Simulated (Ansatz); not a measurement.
System: C₆H₁₈ClHfN₃.

```xyz
29

C    -1.7063   -2.4783    0.3132
N    -1.4769   -1.0652    0.5280
C    -2.2340   -0.5542    1.6435
Hf   -0.2403   -0.1165   -0.7768
Cl   -0.9428   -0.4561   -3.0495
N    -0.2347    1.8576   -0.2922
C    -1.4574    2.5980   -0.5213
C     0.8232    2.6967    0.2131
N     1.6387   -0.8286   -0.4704
C     2.1335   -1.7982    0.4748
C     2.6781   -0.3495   -1.3568
H    -1.4031   -3.0764    1.1848
H    -1.1340   -2.8458   -0.5482
H    -2.7646   -2.6943    0.1101
H    -2.0450    0.5127    1.7794
H    -3.3155   -0.6932    1.4980
H    -1.9646   -1.0641    2.5800
H    -2.2460    1.9465   -0.9192
H    -1.8418    3.0450    0.4071
H    -1.3140    3.4086   -1.2494
H     0.5477    3.1573    1.1731
H     1.0604    3.5147   -0.4830
H     1.7327    2.1137    0.3729
H     2.9216   -1.3723    1.1128
H     2.5639   -2.6751   -0.0308
H     1.3287   -2.1443    1.1266
H     3.4854    0.1513   -0.8030
H     2.2800    0.3759   -2.0777
H     3.1272   -1.1661   -1.9391
```

Geometry: PBE0-D4/def2-TZVP; core potentials replace the inner electrons of Hf.

Method: Ansatz, RKS PBE0-D4/def2-TZVPP.

Predict the electron density and electron localisation function between the atoms.

Answer. C–N (1.44 Å): the density is about 2 e/Å³ at the midpoint; the ELF peaks at about 0.90 between the atoms; localised, covalent bonding.
Hf–N (2.03 Å): the density is about 0.82 e/Å³ at the midpoint; the ELF peaks at about 0.90 in the valence shell of N, 0.6 Å from its nucleus, and is about 0.30 at the midpoint.
C–Hf (2.98 Å): the density is about 0.44 e/Å³ at the midpoint; the ELF is about 0.45 at the midpoint.
C–H (1.09 Å): ρ at the midpoint is about 2 e/Å³; the ELF climbs to about 1 towards the hydrogen, as it does in any bond to H; a covalent bond by its length.

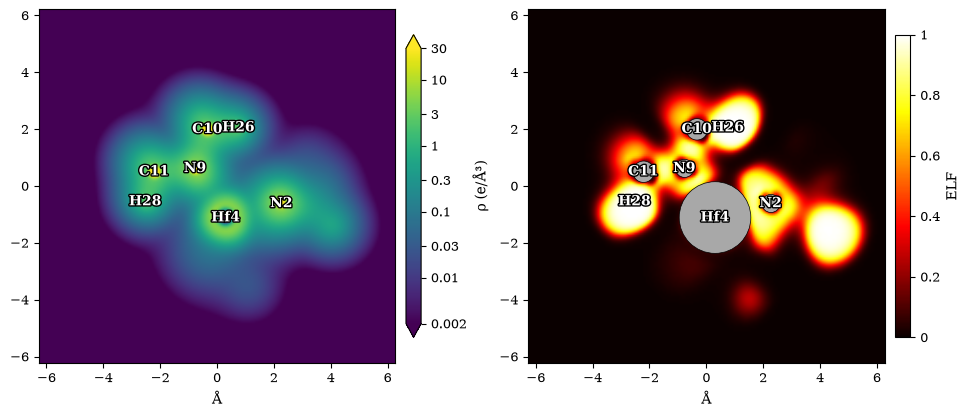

Computed electron density and electron localisation function on the plane of atoms Hf4, C11 and N9, in this order. Grey discs cover the atomic cores in the ELF map. 
